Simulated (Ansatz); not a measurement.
**HSE06/cc-pVDZ run of GaCNCl2 (SMILES N#[C][Ga]([Cl])[Cl])**

Aim: the electronic atomisation energy of GaCNCl2 at HSE06/cc-pVDZ, from 5 runs. 

The results are computed with Ansatz 0.2.0.

74 further runs of the same task are left out: 1 that didn't finish, 73 set aside as unsound or not needed. Runs told in other sessions of the task aren't counted.

## (1) The system as given

GaCNCl2: 5 atoms, total charge 0, spin state singlet. As SMILES, `N#[C][Ga]([Cl])[Cl]`. The coordinates come from a PBE0-D4/def2-TZVP relaxation.

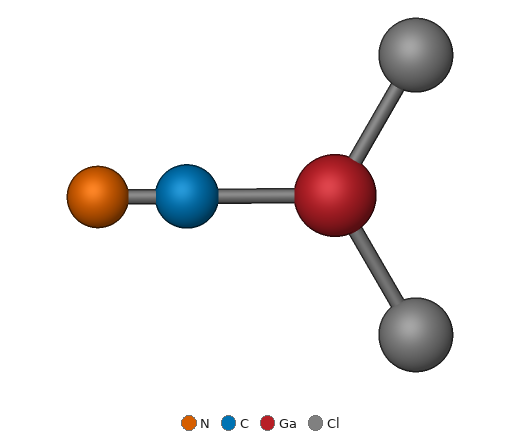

Viewed from a chosen angle; nitrogen orange, carbon blue, gallium red, chlorine grey.

## (2) The energy at HSE06/cc-pVDZ

job.yaml reads:

```yaml
crystal:
  periodic: [false, false, false]
  atoms:
    - {symbol: N, position_ang: [0.909600, -1.318100, 1.914000]}
    - {symbol: C, position_ang: [0.493500, -0.715000, 1.025200]}
    - {symbol: Ga, position_ang: [-0.199400, 0.288700, -0.455700]}
    - {symbol: Cl, position_ang: [-1.735500, -0.526200, -1.643200]}
    - {symbol: Cl, position_ang: [0.581700, 2.197000, -0.881800]}
basis:
  gaussian:
    orbitals: cc-pVDZ
hamiltonian:
  xc: hse06
accuracy: high
output: {orbitals: {seedname: orbitals}}
```

Command:

```bash
ansatz run job.yaml --threads 1 --pin off --max-ram 3480MiB --events-out events.jsonl --progress --plain --runs-dir runs
```

What it wrote:

```text
Warning: RAYON_NUM_THREADS=1 ignored (pool sized by the plan → 1); use --threads N
Functional definition: HSE06
  name "HSE06"
  parameter a = 0.25
  parameter omega = 0.11/bohr
  exchange = pbe_x - a*pbe_x_sr(omega) + a*exact_x_sr(omega)
  correlation = pbe_c
1994 factors; integrals over basis functions are off by at most 4.4e-9 eV
99 factors; integrals over basis functions are off by at most 1.8e-9 eV
mean field evaluation 1: about -79929.5571 eV, gradient 3.9e1 eV
mean field evaluation 2: about -79917.9757 eV, gradient 7.7e1 eV
mean field evaluation 4: about -79933.4730 eV, gradient 4.2e0 eV
mean field evaluation 8: about -79933.6547 eV, gradient 3.1e-1 eV
mean field evaluation 16: about -79933.6549 eV, gradient 3.3e-5 eV
mean field -79933.65491692 eV, -2937.5076372197 hartree, gradient 2.7e-8 eV, S^2 0.000000; 0 other end points of the search recorded, 0 dependent functions left out
reference -79933.65492016 eV, -2937.5076373386 hartree; 39, 39 occupied and 52, 52 virtual orbitals, 1994 factors
Total energy: -79933.65492016 eV, -2937.5076373386 hartree
```

It took 12 s on 1 thread of Intel Xeon Platinum 8375C at 2.90GHz (Ice Lake), shared host; peak memory 0.41 GiB.

## (3) The C atom

job.yaml reads:

```yaml
crystal:
  periodic: [false, false, false]
  atoms:
    - symbol: C
      position_ang: [0.000000, 0.000000, 0.000000]
basis:
  gaussian:
    orbitals: cc-pVDZ
magnetization:
  spin_polarized: true
  initial_magnetization: 2
hamiltonian:
  xc: hse06
accuracy: high
```

Command:

```bash
ansatz run job.yaml --threads 1 --pin off --max-ram 3480MiB --events-out events.jsonl --progress --plain --runs-dir runs
```

What it wrote, cut to the lines that bear on the results:

```text
Warning: RAYON_NUM_THREADS=1 ignored (pool sized by the plan → 1); use --threads N
[... 6 set-up lines as earlier in the session ...]
96 factors; integrals over basis functions are off by at most 2.2e-9 eV
35 factors; integrals over basis functions are off by at most 1.0e-9 eV
mean field evaluation 1: about -1028.4180 eV, gradient 3.5e0 eV
mean field evaluation 2: about -1028.4936 eV, gradient 9.5e-1 eV
mean field evaluation 4: about -1028.4999 eV, gradient 2.5e-1 eV
mean field evaluation 8: about -1028.5004 eV, gradient 2.7e-5 eV
mean field -1028.50036262 eV, -37.7966911837 hartree, gradient 8.8e-8 eV, S^2 2.002551; 0 other end points of the search recorded, 0 dependent functions left out
reference -1028.50036435 eV, -37.7966912472 hartree; 4, 2 occupied and 10, 12 virtual orbitals, 96 factors
Total energy: -1028.50036435 eV, -37.7966912472 hartree
```

Run time: 0.42 s. Hardware: 1 thread of Intel Xeon Platinum 8375C at 2.90GHz (Ice Lake), shared host.

## (4) The Cl atom

run.yaml reads:

```yaml
basis:
  gaussian:
    orbitals: cc-pVDZ
crystal:
  periodic: [false, false, false]
  atoms:
    - {symbol: Cl, position_ang: [0.000000, 0.000000, 0.000000]}
accuracy: high
magnetization:
  spin_polarized: true
  initial_magnetization: 1
hamiltonian:
  xc: {name: HSE06}
```

Run the same way, it converges to -459.98262 Eh (log not shown).

## (5) The Ga atom

molecule.yaml reads:

```yaml
crystal:
  periodic: [false, false, false]
  atoms:
    - {symbol: Ga, position_ang: [0.000000, 0.000000, 0.000000]}
basis:
  gaussian:
    orbitals: cc-pVDZ
magnetization:
  spin_polarized: true
  initial_magnetization: 1
hamiltonian:
  xc: {name: HSE06}
accuracy: high
```

Run the same way, it converges to -1924.52189 Eh (log not shown).

## (6) The N atom

in.yaml reads:

```yaml
crystal:
  periodic: [false, false, false]
  atoms:
    - {symbol: "N", position_ang: [0.000000, 0.000000, 0.000000]}
basis:
  gaussian: {orbitals: cc-pVDZ}
accuracy: high
magnetization: {spin_polarized: true, initial_magnetization: 3}
hamiltonian: {xc: {name: HSE06}}
```

Run the same way, it converges to -54.52802 Eh (log not shown).

## (7) Summary of results

Level: HSE06/cc-pVDZ.

| quantity | value |
| --- | --- |
| molecule: total energy | -2937.50764 Eh |
| molecule: HOMO energy | -9.35 eV |
| molecule: LUMO energy | -2.89 eV |
| molecule: HOMO–LUMO gap | 6.46 eV |
| C atom: total energy | -37.79669 Eh |
| C atom: ⟨S²⟩ | 2.003 |
| Cl atom: total energy | -459.98262 Eh |
| Cl atom: ⟨S²⟩ | 0.752 |
| Ga atom: total energy | -1924.52189 Eh |
| Ga atom: ⟨S²⟩ | 0.753 |
| N atom: total energy | -54.52802 Eh |
| N atom: ⟨S²⟩ | 3.752 |
| electronic atomisation energy | 18.934 eV |

Taking the molecule apart into free atoms costs 18.93 eV (1827 kJ/mol), before zero-point energy and without spin-orbit coupling.
